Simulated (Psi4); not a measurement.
## VCl3O (SMILES [O]=[V]([Cl])([Cl])[Cl]): the dipole moment, rung by rung

VCl3O: 5 atoms, total charge 0, spin state singlet. SMILES: `[O]=[V]([Cl])([Cl])[Cl]`. Geometry: optimised at PBE0/def2-TZVP.

```xyz
5

O     0.1866   -1.4272    0.7908
V     0.0033   -0.1040    0.0273
Cl   -1.2118    1.1851    1.2061
Cl   -0.9386   -0.5323   -1.8312
Cl    1.9246    0.7518   -0.2940
```

Quantity: the dipole moment, in D. The values are calculated.

```tsv
level	kind	program	value (D)	CPU time
PBE-D4/def2-TZVPP (density fitting)	GGA	Psi4	0.61	52 s
r2SCAN-D4/def2-TZVPP (density fitting)	meta-GGA	Psi4	0.60	83 s
B3LYP-D4/def2-TZVPP (density fitting)	global hybrid	Psi4	0.63	37 s
PBE0-D4/def2-TZVPP (density fitting)	global hybrid	Psi4	0.57	42 s
```

The values span 0.57 to 0.63 D. Magnitudes only. Times are those of the runs behind each value, whatever else they computed, on shared processors of several kinds: orders of magnitude only.

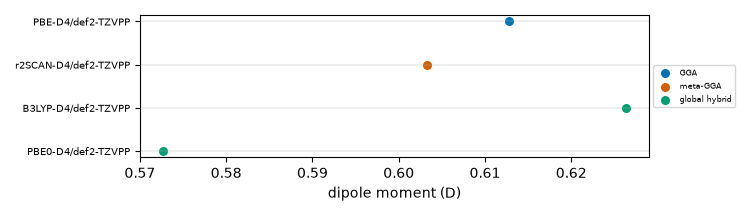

The values of the table, level by level.
